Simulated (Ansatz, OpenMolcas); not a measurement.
## How basis sets differ on BNH3Cl (SMILES NBCl)

BNH3Cl: 6 atoms, total charge 0, spin state singlet. SMILES: `NBCl`. The coordinates come from a PBE0-D4/def2-TZVP relaxation.

Quantity: the dipole moment, in D. The values are calculated.

```
         level          kind     program  value (D)
     HF/STO-3G  Hartree–Fock      Ansatz       3.32
      HF/3-21G  Hartree–Fock  OpenMolcas       3.68
   HF/def2-SVP  Hartree–Fock      Ansatz       2.78
HF/aug-cc-pVDZ  Hartree–Fock  OpenMolcas       2.71
```

The values span 2.71 to 3.68 D. Sets without polarisation functions give poor dipoles.

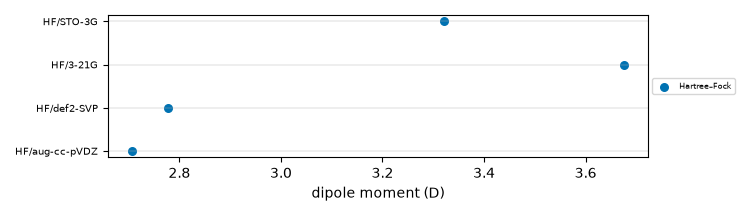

The values of the table, level by level.
